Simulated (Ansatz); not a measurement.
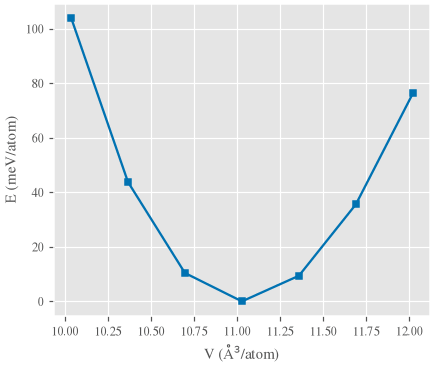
BW (rock salt, space group No. 225) under volume change, plane-wave PAW r²SCAN (Ansatz code), scaled uniformly.

Problem. What does a third-order Birch–Murnaghan fit give for V₀, B₀ and B′?

Solution. V₀ = 11.03 Å³/atom, B₀ = 317 GPa, B′ = 4.2.

Space group Fm-3m (rock salt). The start of the workflow was typed in or built on a structure type; neither database checked (COD, Materials Project) lists it. COD files the formula under space group No. 141. Its standing as an ambient phase is unchecked. The r²SCAN relaxation kept the symmetry of its start; its stability against distortions is not shown here. The run is not spin-polarised. The volume moved by -19 % from the start of the relaxation. Scalar-relativistic: spin–orbit coupling is off unless named, which matters more the heavier the elements.

Potentials: the earlier of the program's two PAW sets.
